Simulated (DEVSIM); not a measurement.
Device: abrupt Si n-p junction, at 300 K.

```csv
layer (left to right),material,thickness (μm),Nd (cm⁻³),Na (cm⁻³),τn (s),τp (s)
1,Si,0.0360,9.2e17,-,1.1e-7,1.1e-7
2,Si,60.0,-,6.1e15,1.1e-7,1.1e-7
```

Left contact: ohmic. Right contact: ohmic. Voltage is applied to the left contact. Recombination: SRH at mid-gap, radiative, Auger. Mobility is μmin + (μ − μmin)/(1 + (N/Nref)^α).

Constants are typed, rounded textbook-type inputs, not results; the design itself was drawn at random and stands for no fabricated device. Values at 300 K.

```tsv
parameter	Si
gap (eV)	1.124
affinity (eV)	4.05
permittivity	11.7
Nc (cm⁻³)	2.86e19
Nv (cm⁻³)	3.1e19
μn (cm²/Vs)	1417
μp (cm²/Vs)	470
μn,min	52
μp,min	45
Nref,n	9.7e16
Nref,p	2.2e17
αn	0.68
αp	0.72
B (cm³/s)	4.7e-15
Cn (cm⁶/s)	2.8e-31
Cp (cm⁶/s)	9.9e-32
```

DEVSIM, 1D drift-diffusion, Boltzmann statistics, complete ionisation; no tunnelling, impact ionisation, image-force lowering or self-heating.

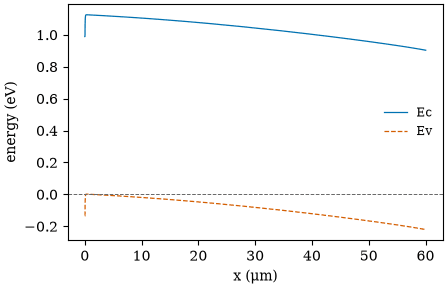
Figure. Band edges at -0.9 V on the left contact

Energies count from the Fermi level of the right contact; mesh points crowd at the junctions.

```json
[
 {"x (μm)": "0.000", "Ec (eV)": "0.989", "Ev (eV)": "-0.135", "n (cm⁻³)": "9.2e17", "p (cm⁻³)": "130", "field (V/cm)": "31"},
 {"x (μm)": "0.01496", "Ec (eV)": "0.989", "Ev (eV)": "-0.135", "n (cm⁻³)": "9.1e17", "p (cm⁻³)": "2.4e13", "field (V/cm)": "530"},
 {"x (μm)": "0.02747", "Ec (eV)": "0.993", "Ev (eV)": "-0.131", "n (cm⁻³)": "7.8e17", "p (cm⁻³)": "5.0e13", "field (V/cm)": "9500"},
 {"x (μm)": "0.04394", "Ec (eV)": "1.046", "Ev (eV)": "-0.078", "n (cm⁻³)": "1.0e17", "p (cm⁻³)": "4.7e14", "field (V/cm)": "29000"},
 {"x (μm)": "0.09364", "Ec (eV)": "1.108", "Ev (eV)": "-0.016", "n (cm⁻³)": "9.0e15", "p (cm⁻³)": "5.4e15", "field (V/cm)": "5100"},
 {"x (μm)": "0.1753", "Ec (eV)": "1.124", "Ev (eV)": "0.000", "n (cm⁻³)": "4.8e15", "p (cm⁻³)": "1.0e16", "field (V/cm)": "450"},
 {"x (μm)": "0.3388", "Ec (eV)": "1.125", "Ev (eV)": "0.002", "n (cm⁻³)": "4.5e15", "p (cm⁻³)": "1.1e16", "field (V/cm)": "-15"},
 {"x (μm)": "0.8470", "Ec (eV)": "1.125", "Ev (eV)": "0.001", "n (cm⁻³)": "4.4e15", "p (cm⁻³)": "1.1e16", "field (V/cm)": "-18"},
 {"x (μm)": "1.683", "Ec (eV)": "1.123", "Ev (eV)": "-0.001", "n (cm⁻³)": "4.3e15", "p (cm⁻³)": "1.0e16", "field (V/cm)": "-19"},
 {"x (μm)": "3.493", "Ec (eV)": "1.119", "Ev (eV)": "-0.005", "n (cm⁻³)": "4.0e15", "p (cm⁻³)": "1.0e16", "field (V/cm)": "-20"},
 {"x (μm)": "6.976", "Ec (eV)": "1.112", "Ev (eV)": "-0.012", "n (cm⁻³)": "3.6e15", "p (cm⁻³)": "9.7e15", "field (V/cm)": "-23"},
 {"x (μm)": "17.81", "Ec (eV)": "1.083", "Ev (eV)": "-0.041", "n (cm⁻³)": "2.5e15", "p (cm⁻³)": "8.6e15", "field (V/cm)": "-30"},
 {"x (μm)": "34.56", "Ec (eV)": "1.025", "Ev (eV)": "-0.099", "n (cm⁻³)": "1.6e15", "p (cm⁻³)": "7.7e15", "field (V/cm)": "-39"},
 {"x (μm)": "47.31", "Ec (eV)": "0.971", "Ev (eV)": "-0.153", "n (cm⁻³)": "1.1e15", "p (cm⁻³)": "7.2e15", "field (V/cm)": "-46"},
 {"x (μm)": "55.07", "Ec (eV)": "0.932", "Ev (eV)": "-0.192", "n (cm⁻³)": "6.9e14", "p (cm⁻³)": "6.8e15", "field (V/cm)": "-53"},
 {"x (μm)": "57.57", "Ec (eV)": "0.918", "Ev (eV)": "-0.206", "n (cm⁻³)": "4.2e14", "p (cm⁻³)": "6.5e15", "field (V/cm)": "-58"},
 {"x (μm)": "58.81", "Ec (eV)": "0.911", "Ev (eV)": "-0.213", "n (cm⁻³)": "2.4e14", "p (cm⁻³)": "6.3e15", "field (V/cm)": "-61"},
 {"x (μm)": "59.44", "Ec (eV)": "0.907", "Ev (eV)": "-0.217", "n (cm⁻³)": "1.2e14", "p (cm⁻³)": "6.2e15", "field (V/cm)": "-63"},
 {"x (μm)": "59.82", "Ec (eV)": "0.905", "Ev (eV)": "-0.219", "n (cm⁻³)": "4.8e13", "p (cm⁻³)": "6.1e15", "field (V/cm)": "-65"},
 {"x (μm)": "59.94", "Ec (eV)": "0.904", "Ev (eV)": "-0.220", "n (cm⁻³)": "2.2e13", "p (cm⁻³)": "6.1e15", "field (V/cm)": "-65"},
 {"x (μm)": "60.00", "Ec (eV)": "0.904", "Ev (eV)": "-0.220", "n (cm⁻³)": "8.2e12", "p (cm⁻³)": "6.1e15", "field (V/cm)": "-65"},
 {"x (μm)": "60.04", "Ec (eV)": "0.903", "Ev (eV)": "-0.221", "n (cm⁻³)": "19000", "p (cm⁻³)": "6.1e15", "field (V/cm)": "-65"}
]
```
